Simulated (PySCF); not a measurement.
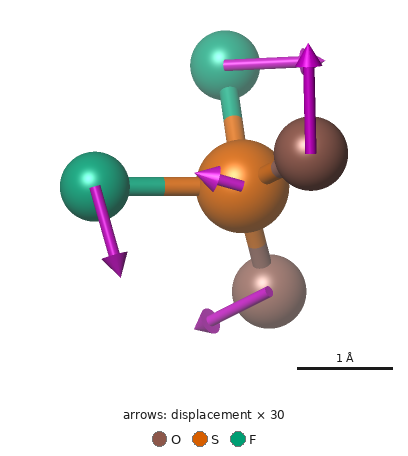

This is a relaxation of SO$_{2}$F$_{2}$. The starting structure is drawn; purple arrows show the displacements, magnified 30 times. The two geometries are superimposed by the best rigid fit.

The picture is a ball-and-stick view, seen from a free direction.

The start comes from GFN2-xTB. Its atoms were then displaced at random by about 0.01 Å.

All numbers below come from PBE0-D3(BJ)/def2-SVP geometry optimisation, gas phase (PySCF 2.14.0, density-fitted response routines). 

What happened in the run?

After 6 geometry steps the energy has fallen by 1.69 kcal/mol. The largest move after the best rigid fit is that of an O atom, 0.039 Å. By element the largest moves are O 0.039 Å, F 0.037 Å, S 0.018 Å. Some distances before and after: O–S 1.397 → 1.424 Å, F–S 1.601 → 1.576 Å. Among the angles between lasting bonds that change: F–S–F 91.8° → 94.8°, O–S–F 110.2° → 107.8°.
